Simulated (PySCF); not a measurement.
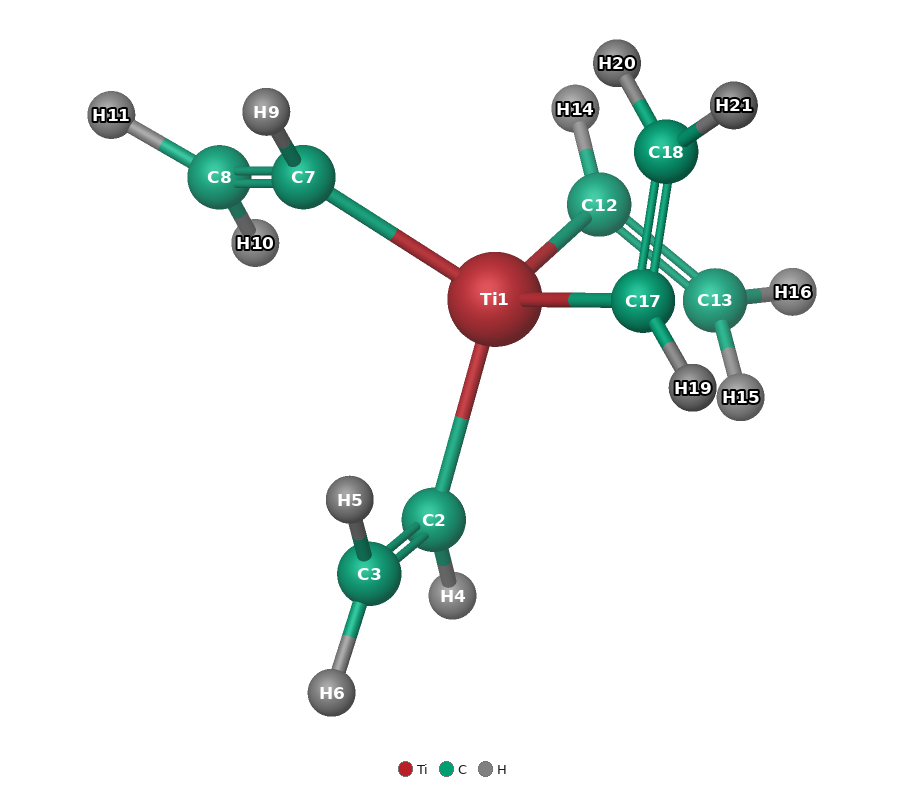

Numbered structure. The species is neutral and a spin singlet. The computed structure is the end point of a PBE0-D3(BJ)/def2-SVP optimisation. No frequency run is at hand to confirm it as a minimum.

Give the bond lengths. Leave out bonds to hydrogen.

```json
{"bond": "Ti1–C2", "length (Å)": "2.046"}
{"bond": "Ti1–C7", "length (Å)": "2.044"}
{"bond": "Ti1–C12", "length (Å)": "2.042"}
{"bond": "Ti1–C17", "length (Å)": "2.039"}
{"bond": "C2–C3", "length (Å)": "1.340"}
{"bond": "C7–C8", "length (Å)": "1.340"}
{"bond": "C12–C13", "length (Å)": "1.340"}
{"bond": "C17–C18", "length (Å)": "1.340"}
```
